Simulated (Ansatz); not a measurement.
## Electronic structure of Cl$_{2}$F$_{3}$HW in real space

Input file:

```
crystal:
  periodic: [false, false, false]
  atoms:
    - { symbol: W, position_ang: [0.0, 0.0, 0.0] }
    - { symbol: F, position_ang: [0.0, 0.0, 1.85] }
    - { symbol: Cl, position_ang: [2.39, 0.0, 0.0] }
    - { symbol: H, position_ang: [0.0, 1.72, 0.0] }
    - { symbol: F, position_ang: [-1.85, 0.0, 0.0] }
    - { symbol: F, position_ang: [0.0, -1.85, 0.0] }
    - { symbol: Cl, position_ang: [0.0, 0.0, -2.39] }
basis:
  gaussian: { orbitals: def2-SVP }
hamiltonian:
  xc: pbe0
relax:
  f_tol: 0.02
  max_steps: 40
output:
  orbitals: {}
```

Command:

```sh
ansatz run input.yaml --threads 4 --pin off --max-ram 5120MiB --backend cpu --events-out ev --progress --plain --runs-dir out
```

The fields are those of the run's last geometry, not of the input's.

Core potentials replace the inner electrons of W.

The calculation used RKS PBE0/def2-SVP (Ansatz).

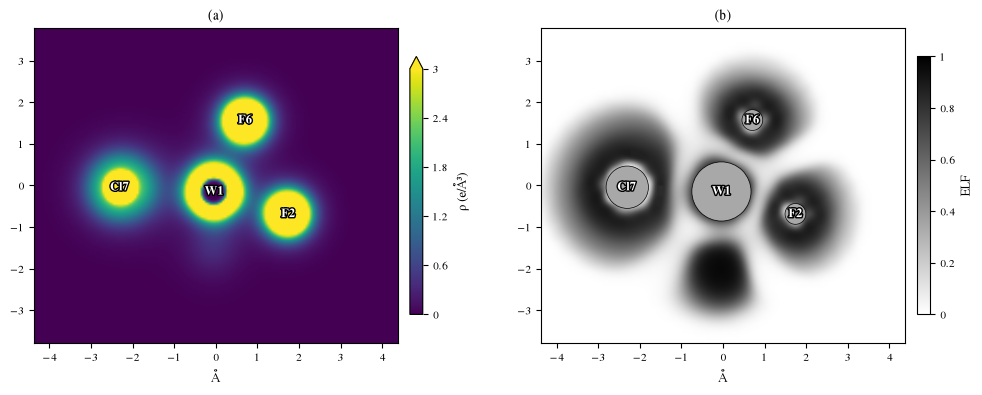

Figure 1. (a) electron density; (b) ELF on the plane of atoms F6, W1 and Cl7. Grey discs cover the atomic cores in the ELF map.

Question: What does the map show?

Answer: The section cuts through W, F and Cl sites.
W–F (1.86 Å): ρ is about 1.1 e/Å³ halfway; the ELF peaks at about 0.85 in the valence shell of F, 0.5 Å from its nucleus, and drops to about 0.25 between the two atoms.
W–Cl (2.27 Å): ρ at the midpoint is about 0.73 e/Å³; the ELF peaks at about 0.85 in the valence shell of Cl, 0.8 Å from its nucleus, and is about 0.40 at the midpoint.

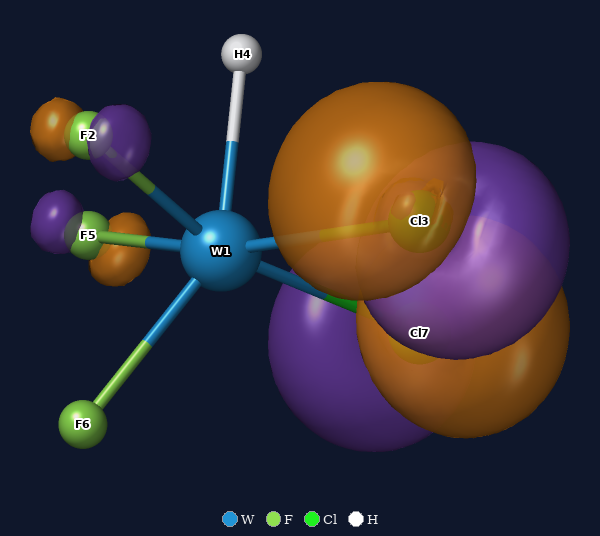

Figure 2. The HOMO at ±0.15 Å⁻³ᐟ² (orange and purple are the two phases), seen from one side.

Question: Where does this orbital lie, and at what energy?

Answer: By Hirshfeld shares it lies mainly on Cl3 (about 45 %) and Cl7 (about 45 %); largely a combination of lone pairs on Cl3 and Cl7. Its energy is −9.84 eV.

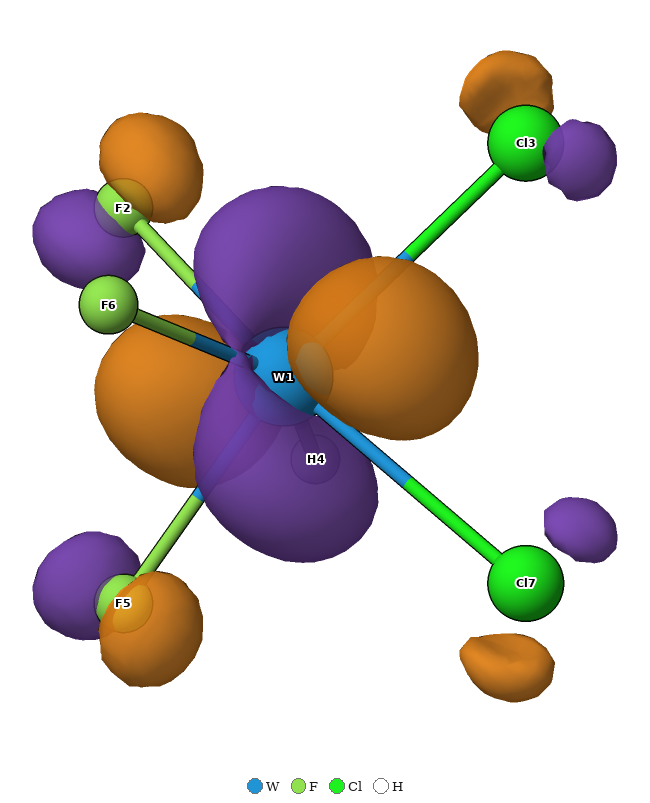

Figure 3. One frontier orbital at ±0.2 Å⁻³ᐟ² (orange and purple are the two phases), seen at a tilt.

Question: Which orbital is it: HOMO or LUMO?

Answer: The LUMO, at −4.70 eV. It lies mainly on W1 (about 65 %), Cl3 (about 10 %), Cl7 (about 10 %), F2 (about 10 %) and F5 (about 10 %).
